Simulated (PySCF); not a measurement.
# Two runs on Si3H7Cl

System: Si3H7Cl.
Method of run 1: GIAO PBE0/pcSseg-1 NMR shielding, non-relativistic, gas phase (PySCF 2.14.0).

The geometry comes from this level: GFN2-xTB, NEB image 0 of 0 to 8. Text and figures count atoms from 1; the logs count them from 0 in places.

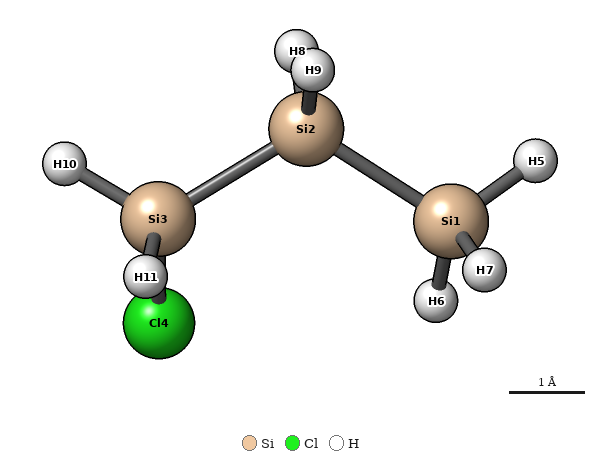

The structure (ball-and-stick view, seen at a tilt; atoms are numbered from 1 in the order of the input). Bond lengths as drawn: Cl–Si 2.04 Å, H–Si 1.46 to 1.47 Å and Si–Si 2.32 Å.

## Input, run 1
```
{"job": {"kind": "nmr", "xc": "PBE0", "basis": "pcSseg-1", "pop": false}, "charge": 0, "multiplicity": 1}
Si     1.988600    -0.147200     0.015400
Si    -0.063400     0.896300    -0.283300
Si    -1.939100    -0.361500     0.242400
Cl    -1.684000    -2.236300    -0.512900
H      3.082400     0.509400    -0.706100
H      1.959000    -1.538400    -0.438700
H      2.374700    -0.166500     1.429700
H     -0.185900     1.380300    -1.670000
H     -0.150500     2.132800     0.512100
H     -3.224900     0.088700    -0.293400
H     -2.151500    -0.554900     1.678900
```

The first line tells a small driver script what to run in PySCF; the rest is the geometry in Å.

Command:
```bash
OMP_NUM_THREADS=1 python <driver script> task.json out
```

Hardware: 1 CPU thread, shared host.

## Output (run 1)
```
coarse grid: 10840 points
cycle   1  E = -1332.3066570579  dE = -4.694e-02  |g| = 2.440e-01  |ddm| = 2.889e+00
cycle   2  E = -1332.3063189052  dE =  3.382e-04  |g| = 2.556e-01  |ddm| = 6.471e-01
cycle   3  E = -1332.3236172678  dE = -1.730e-02  |g| = 2.003e-02  |ddm| = 3.504e-01
cycle   4  E = -1332.3237030095  dE = -8.574e-05  |g| = 5.644e-03  |ddm| = 2.855e-02
cycle   5  E = -1332.3237116078  dE = -8.598e-06  |g| = 1.708e-03  |ddm| = 9.950e-03
final grid: 85128 points
cycle   6  E = -1332.3435567216  dE = -1.312e-05  |g| = 3.357e-03  |ddm| = 1.214e-02
cycle   7  E = -1332.3435568372  dE = -1.155e-07  |g| = 2.548e-03  |ddm| = 6.072e-03
cycle   8  E = -1332.3435583959  dE = -1.559e-06  |g| = 4.088e-04  |ddm| = 3.625e-03
cycle   9  E = -1332.3435584443  dE = -4.841e-08  |g| = 6.433e-05  |ddm| = 5.663e-04
cycle  10  E = -1332.3435584453  dE = -1.056e-09  |g| = 9.443e-06  |ddm| = 9.152e-05
cycle  11  E = -1332.3435584453  dE = -2.365e-11  |g| = 3.051e-06  |ddm| = 1.833e-05
converged SCF energy = -1332.3435584453

GIAO shielding tensors (ppm)
atom      isotropic    diamagn.    paramagn.     s11        s22        s33       span
  0 Si     468.456     879.808    -411.352    456.764    468.732    479.872     23.107
  1 Si     475.072     881.056    -405.984    455.629    480.489    489.099     33.470
  2 Si     377.190     877.721    -500.531    319.765    362.958    448.848    129.083
  3 Cl    1053.994    1148.725     -94.732    972.783   1089.099   1100.099    127.317
  4 H       28.098      28.555      -0.457     24.511     25.510     34.273      9.762
  5 H       28.023      29.048      -1.025     23.858     27.361     32.851      8.993
  6 H       28.159      28.895      -0.735     24.763     25.719     33.995      9.232
  7 H       28.167      29.388      -1.221     24.517     25.909     34.076      9.559
  8 H       28.421      29.378      -0.957     24.700     25.852     34.710     10.010
  9 H       26.188      27.612      -1.424     21.865     24.813     31.885     10.020
 10 H       26.342      28.219      -1.877     22.261     24.979     31.787      9.526
```

For run 2 the input was changed thus:
```diff
-Si     1.988600    -0.147200     0.015400
-Si    -0.063400     0.896300    -0.283300
-Si    -1.939100    -0.361500     0.242400
-Cl    -1.684000    -2.236300    -0.512900
-H      3.082400     0.509400    -0.706100
-H      1.959000    -1.538400    -0.438700
-H      2.374700    -0.166500     1.429700
-H     -0.185900     1.380300    -1.670000
-H     -0.150500     2.132800     0.512100
-H     -3.224900     0.088700    -0.293400
-H     -2.151500    -0.554900     1.678900
+Si     1.980300    -0.184600    -0.133900
+Si    -0.053500     0.937000    -0.141600
+Si    -1.953700    -0.354600     0.200000
+Cl    -1.402700    -2.310100     0.378300
+H      3.057900     0.563500    -0.789400
+H      1.873800    -1.469300    -0.828600
+H      2.435800    -0.467800     1.229800
+H     -0.232700     1.694000    -1.394000
+H     -0.059200     1.997600     0.881700
+H     -2.959800    -0.350200    -0.863700
+H     -2.680600    -0.052900     1.435400
```

What does this change do to the results?

With the same method and basis, run 2 lies 0.7 kcal/mol higher. The LUMO goes from −0.83 to −1.01 eV. Of all shieldings, the largest change is that of Cl4, by −3.1 ppm. The number of SCF iterations is the same.

## Output (run 2)
```
coarse grid: 10840 points
cycle   1  E = -1332.3053384482  dE = -4.939e-02  |g| = 2.458e-01  |ddm| = 2.888e+00
cycle   2  E = -1332.3050380581  dE =  3.004e-04  |g| = 2.574e-01  |ddm| = 6.494e-01
cycle   3  E = -1332.3225816907  dE = -1.754e-02  |g| = 2.000e-02  |ddm| = 3.454e-01
cycle   4  E = -1332.3226662073  dE = -8.452e-05  |g| = 5.731e-03  |ddm| = 2.814e-02
cycle   5  E = -1332.3226751178  dE = -8.910e-06  |g| = 1.706e-03  |ddm| = 1.012e-02
final grid: 85128 points
cycle   6  E = -1332.3424165295  dE = -1.308e-05  |g| = 3.313e-03  |ddm| = 1.203e-02
cycle   7  E = -1332.3424166682  dE = -1.387e-07  |g| = 2.470e-03  |ddm| = 5.909e-03
cycle   8  E = -1332.3424181136  dE = -1.445e-06  |g| = 4.024e-04  |ddm| = 3.499e-03
cycle   9  E = -1332.3424181607  dE = -4.710e-08  |g| = 6.418e-05  |ddm| = 5.554e-04
cycle  10  E = -1332.3424181617  dE = -1.017e-09  |g| = 9.440e-06  |ddm| = 8.856e-05
cycle  11  E = -1332.3424181618  dE = -2.865e-11  |g| = 3.077e-06  |ddm| = 1.824e-05
converged SCF energy = -1332.3424181618

GIAO shielding tensors (ppm)
atom      isotropic    diamagn.    paramagn.     s11        s22        s33       span
  0 Si     466.910     879.759    -412.848    456.433    467.472    476.826     20.393
  1 Si     474.719     881.093    -406.374    443.802    483.640    496.714     52.912
  2 Si     377.496     877.630    -500.134    319.915    363.078    449.495    129.580
  3 Cl    1050.878    1148.886     -98.008    964.249   1085.268   1103.117    138.868
  4 H       28.097      28.542      -0.445     24.538     25.457     34.295      9.757
  5 H       28.028      29.045      -1.017     23.896     27.342     32.847      8.951
  6 H       28.142      28.898      -0.755     24.729     25.906     33.793      9.065
  7 H       28.229      29.435      -1.206     24.412     25.916     34.358      9.946
  8 H       28.243      29.465      -1.221     24.584     25.820     34.325      9.741
  9 H       26.292      27.723      -1.431     21.955     24.915     32.007     10.052
 10 H       26.296      27.819      -1.522     21.983     24.973     31.933      9.950
```

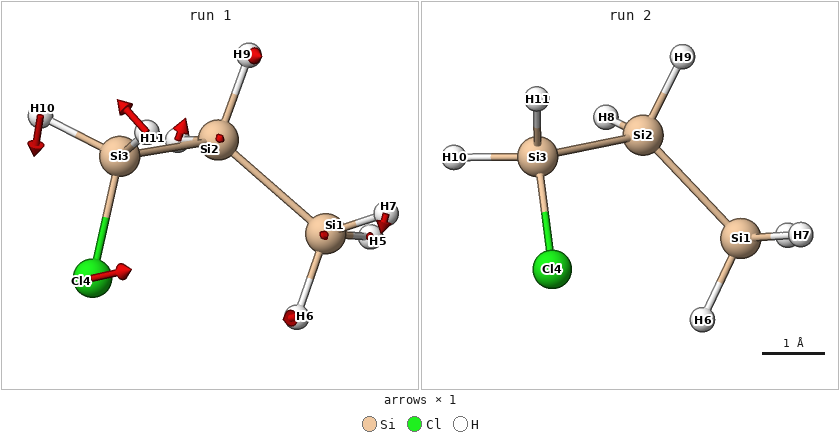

The two input geometries at one scale (ball-and-stick view, seen at a tilt). The red arrows on the first give the shifts of the atoms after the best rigid fit, at true length. Cl4 moves most after the best rigid fit: 0.95 Å. By element the largest moves are Cl 0.95 Å, H 0.78 Å, Si 0.15 Å.

## The two runs side by side

| quantity | run 1 | run 2 |
| --- | --- | --- |
| outcome | converged | converged |
| total energy (hartree) | −1332.343558 | −1332.342418 |
| HOMO (eV) | −8.34 | −8.37 |
| LUMO (eV) | −0.83 | −1.01 |
| dipole moment (D) | 1.62 | 1.62 |
| shielding of Si1 (ppm) | 468.5 | 466.9 |
| shielding of Si2 (ppm) | 475.1 | 474.7 |
| shielding of Si3 (ppm) | 377.2 | 377.5 |
| shielding of Cl4 (ppm) | 1054.0 | 1050.9 |
| shielding of H8 (ppm) | 28.2 | 28.2 |
| shielding of H9 (ppm) | 28.4 | 28.2 |
| shielding of H10 (ppm) | 26.2 | 26.3 |
| SCF iterations | 11 | 11 |
| basis functions | 131 | 131 |
| wall time (shared host) | 38 s | 24 s |
